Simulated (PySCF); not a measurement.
# H2O+ (SMILES [OH2+]): levels of theory compared

Wanted: a comparison of 4 runs (UM06-2X/6-31G*, UCISD/6-31G*, UCCSD(T)/6-31G*, FCI/6-31G*) of H2O+. The job is set up through a Python script.

The calculation is run with PySCF 2.14.0.

6 further runs of the same task are left out: 1 that didn't finish, 5 set aside as unsound or not needed.

## Step 1: The structure to begin with

H2O+ has 3 atoms, charge +1, and is taken as a doublet. SMILES: `[OH2+]`. The O1–H2 distance was set to 1.205 Å, away from the relaxed value.

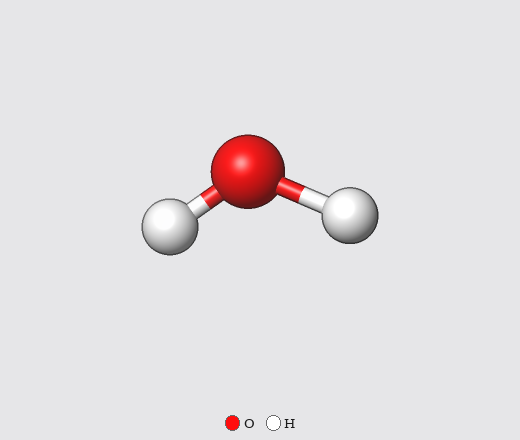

The structure, seen from a chosen angle (oxygen red, hydrogen white).

## Step 2: A single-point energy at UM06-2X/6-31G(d) (spherical functions) (run 1)

File mol.xyz:

```xyz
3
H2O
O     -0.407266     0.072845    -0.211758
H      0.490020     0.658280     0.340630
H     -0.381826    -0.926265    -0.312998
```

File calc.py:

```python
from pyscf import gto, dft

mol = gto.Mole()
mol.atom = 'mol.xyz'
mol.spin = 1
mol.basis = '6-31g*'
mol.charge = 1
mol.max_memory = 1860
mol.verbose = 3
mol.build()

calc0 = dft.UKS(mol)
calc0.xc = 'm06-2x'
calc0.conv_tol = 1e-10
calc0.grids.level = 5
calc0.kernel()
if not calc0.converged:
    calc0 = calc0.newton().run(calc0.mo_coeff, calc0.mo_occ)

e_tot = calc0.e_tot
print('E = %.10f Eh' % e_tot)
```

The run is started by

```bash
$ OMP_NUM_THREADS=1 python calc.py
```

Output:

```text
WARN: HOMO -0.421382948656823 >= LUMO -0.421382948656824

converged SCF energy = -75.8999905470403  <S^2> = 0.75380912  2S+1 = 2.0038055
E = -75.8999905470 Eh
```

It took 3.9 s on 1 thread of Arm Neoverse V1, shared host; peak memory 0.19 GiB.

## Step 3: The energy at UCISD/6-31G(d) (spherical functions) (run 2)

File input.py:

```python
from pyscf import gto, ci

system = gto.M(
    atom='''
O     -0.769621     0.137657    -0.400165
H      0.926004     1.243969     0.643697
H     -0.721547    -1.750387    -0.591480
''',
    verbose=4,
    max_memory=1860,
    charge=1,
    unit='bohr',
    basis='6-31g*',
    spin=1,
)

calc0 = system.UHF()
calc0.conv_tol = 1e-10
calc0.kernel()
if not calc0.converged:
    calc0 = calc0.newton().run(calc0.mo_coeff, calc0.mo_occ)

cisd = ci.CISD(calc0, frozen=1)
cisd.kernel()
e_tot = cisd.e_tot
print('E = %.10f Eh' % e_tot)
```

The run is started by

```bash
$ OMP_NUM_THREADS=1 python input.py
```

Output:

```text
PySCF version 2.14.0

[... 87 lines left out ...]
converged SCF energy = -75.5866012596275  <S^2> = 0.76256483  2S+1 = 2.0125256
[... 1 line left out ...]
******** <class 'pyscf.ci.ucisd.UCISD'> ********
CISD nocc = (np.int64(4), np.int64(3)), nmo = (17, 17)
frozen orbitals 1
max_cycle = 50
direct = 0
conv_tol = 1e-09
max_cycle = 50
max_space = 12
lindep = 0
nroots = 1
Init t2, MP2 energy = -0.14375572233487
UCISD converged
E(UCISD) = -75.7426054347772  E_corr = -0.1560041751496909
E = -75.7426054348 Eh
```

Wall time 0.82 s (1 thread of Arm Neoverse V1, shared host); peak memory 0.12 GiB.

Run 3 isn't shown in full; the table further down has it.

## Step 4: A single-point energy at FCI/6-31G(d) (spherical functions) (run 4)

File calc.py:

```python
from pyscf import gto, mcscf

mol = gto.Mole()
mol.atom = '''
O       -0.407266       0.072845      -0.211758
H        0.490020       0.658280       0.340630
H       -0.381826      -0.926265      -0.312998
'''
mol.charge = 1
mol.basis = '6-31g*'
mol.max_memory = 1860
mol.verbose = 3
mol.spin = 1
mol.build()

hf = mol.ROHF()
hf.conv_tol = 1e-10
hf.kernel()
if not hf.converged:
    hf = hf.newton().run(hf.mo_coeff, hf.mo_occ)

cas = mcscf.CASCI(hf, hf.mo_coeff.shape[-1] - 1, (mol.nelec[0] - 1, mol.nelec[1] - 1))  # full CI above the frozen core
cas.fix_spin_(ss=0.75)
cas.kernel()
etot = cas.e_tot
print('E(%s) = %.9f' % ('FCI', etot))
```

The run is started by

```bash
$ OMP_NUM_THREADS=1 python calc.py
```

Output:

```text
converged SCF energy = -75.5815992789851
CASCI E = -75.7500264140452  E(CI) = -22.7186367383124  S^2 = 0.7500000
E(FCI) = -75.750026414
```

It took 96 s on 1 thread of Arm Neoverse V1, shared host; peak memory 0.45 GiB.

## Step 5: The series

| run | level | integration grid | frozen core orbitals | energy (Eh) | HOMO energy (eV) | LUMO energy (eV) | ⟨S²⟩ | wall time |
| --- | --- | --- | --- | --- | --- | --- | --- | --- |
| 1 | UM06-2X/6-31G* (spherical functions) | 5 | – | -75.899991 | -23.23 | -13.30 | 0.754 | 3.9 s |
| 2 | UCISD/6-31G* (spherical functions) | – | 1 | -75.742605 | -26.22 | -7.49 | 0.763 | 0.82 s |
| 3 | UCCSD(T)/6-31G* (spherical functions) | – | 1 | -75.749465 | -26.22 | -7.49 | 0.763 | 0.93 s |
| 4 | FCI/6-31G* (spherical functions) | – | 1 | -75.750026 | – | – | – | 96 s |

## Step 6: Summary of results

| quantity | value |
| --- | --- |
| run 4: total energy | -75.75003 Eh |
| run 4: correlation energy (1 core orbital frozen) | -168.4 mEh |

**Reading.** Against full CI in this basis: UCISD +7.4 mEh; UCCSD(T) +0.6 mEh. All runs together took 1.7 min, the longest 96 s.
